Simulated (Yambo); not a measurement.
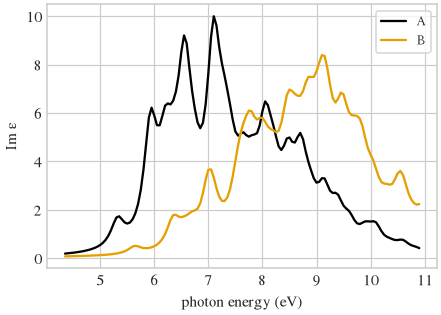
Fig. 1. Two computed absorption spectra of AlN (zinc blende, space group F-43m, No. 216) (Yambo, PBE bands with the same scissor, field along x)

Problem. Which curve includes the electron-hole attraction (BSE)?

Solution. Curve A: the attraction moves weight to lower energy (centre of the plotted range 7.5 eV against 8.7 eV). Settings: 10×10×10 mesh, 3 valence and 1 conduction bands, static screening with 10 bands and a 4 Ry block, scissor 1.45 eV, Tamm-Dancoff. The scissor comes from a G0W0 run whose convergence isn't established. Broadening 0.15 eV. The band window holds all transitions up to 10.9 eV. On this mesh the peak heights and the fine structure are mesh artefacts; only the shift of weight is robust.

Geometry of the Materials Project entry, not relaxed at this level; primitive cell a = 3.0886 Å, b = 3.0886 Å, c = 3.0886 Å, α = 60.00°, β = 60.00°, γ = 60.00°.

This is not the ordinary phase of the substance; no match was found in the copy of COD used, and its stability was not checked.
